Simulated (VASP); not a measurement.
Band structure of ZrB2 (AlB2 type). Method: r2SCAN meta-GGA with spin-orbit coupling, VASP's PBE PAW potentials (set 64) (plane waves; VASP 6.6.1).

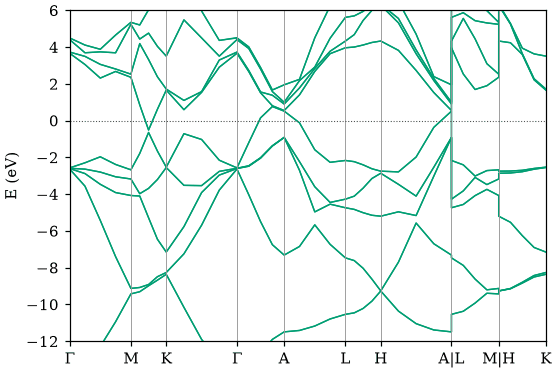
Bands along high-symmetry lines, zero at the valence-band maximum or, without a gap, the Fermi level

Q: Read the plot: is there a gap, and where are the band edges?

A: It has no gap at this level: it comes out as a metal or semimetal.

The compound is ZrB2 in the AlB2 type structure. It was relaxed first.
